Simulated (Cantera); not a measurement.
Charge: 1 mol SiHCl₃, 0.31 mol Cl₂, 35 mol N₂, at 0.100 bar.

Method: chemical equilibrium by Gibbs-energy minimisation in Cantera with the NASA 1993 tables (ideal gas, pure condensed phases). Candidate condensed phases: NH₄Cl, Si, Si₃N₄; 28 gas species. N₂ is the only nitrogen source here; it is nearly inert below about 1500 K, so the nitride shown seldom forms there in practice. The tables' values for SiCl₃ are old estimates; treat these amounts as uncertain. Rates play no part.

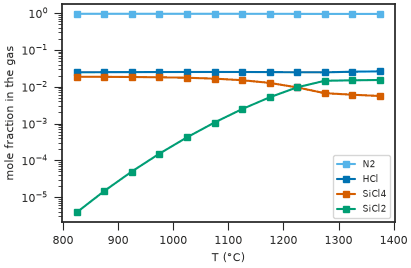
Equilibrium gas composition (values under 1e-9 drawn at 1e-9)

### Question
Read off the mole fractions at 825 °C.

### Answer
N₂ about 0.96, HCl about 0.025, SiCl₄ about 0.019, SiCl₂ about 3.9e-6.
